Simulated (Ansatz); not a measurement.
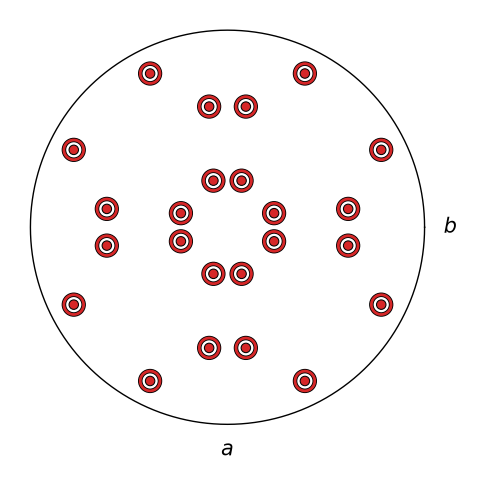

Stereographic projection: filled dots lie in the upper hemisphere, open rings in the lower. The c axis points at the viewer. The poles are all faces of one general form. Computed from the symmetry operations of a computed or model structure of composition Al7Cu, which need not be its known form.

### Which point group is this?

m-3m (Oh), order 48, cubic system: three fourfold axes, four threefold axes, six twofold axes, nine mirror planes, an inversion centre.

### Can such a crystal be piezoelectric, pyroelectric or chiral?

It is centrosymmetric, so neither piezoelectric nor pyroelectric; it is not chiral.
